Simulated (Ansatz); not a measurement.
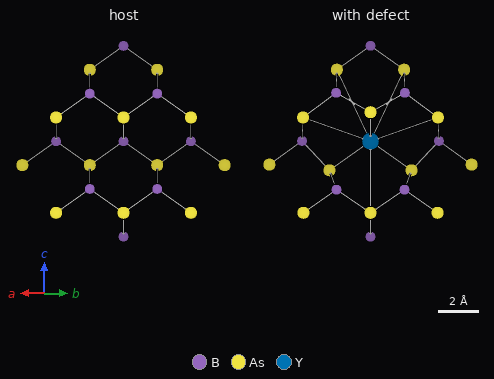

Left: perfect BAs. Right: the same region with one point defect, after relaxing the atoms in a supercell of 54 sites. The picture is a ball-and-stick view of the atoms within 5.4 Å of one point, in a slice 4.2 Å thick across the line of sight, seen along [110].

These are results of DFT, PBE, plane-wave PAW, default files, scalar-relativistic (Ansatz), not measurements. (plane-wave cutoff 420 eV; k-point mesh 2 × 2 × 2; occupations fermi dirac; smearing width 0.01 eV; no spin polarisation) The axes drawn are those of the host's conventional cell.

### What kind of defect was made?

A boron atom is replaced by yttrium.

The charge state of the cell is 0.

### How does the lattice respond?

In the host the B atom has 4 As at 2.07 Å; the Y atom ends with 4 As at 2.52 Å. Of the host's atoms, an arsenic atom moves furthest from its site, by 0.45 Å. Relaxing the atoms from the host's sites lowers the energy by 10.58 eV.
